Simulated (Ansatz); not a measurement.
The parent structure is PbSe in the rock salt structure (space group Fm-3m, No. 225; a = 6.0408 Å).

Structures relaxed with LDA in Ansatz (plane waves to 420 eV, PAW, scalar-relativistic without spin-orbit coupling).

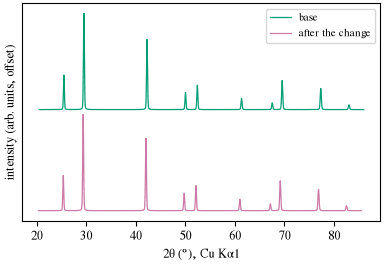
Figure. Simulated powder patterns before (top) and after one change

**Question.** Which of these changes matches the shifts?
A. isotropic strain −0.50 %
B. isotropic strain +1.00 %
C. isotropic strain +2.50 %
D. isotropic strain +0.50 %

**Answer.** D, isotropic strain +0.50 %. Its volume per atom is 27.97 Å³ against 27.55 Å³, and its space group is Fm-3m (No. 225).

Whether these cells are dynamically stable was not tested. All final runs are without spin polarisation.

Ansatz is an electronic-structure program.
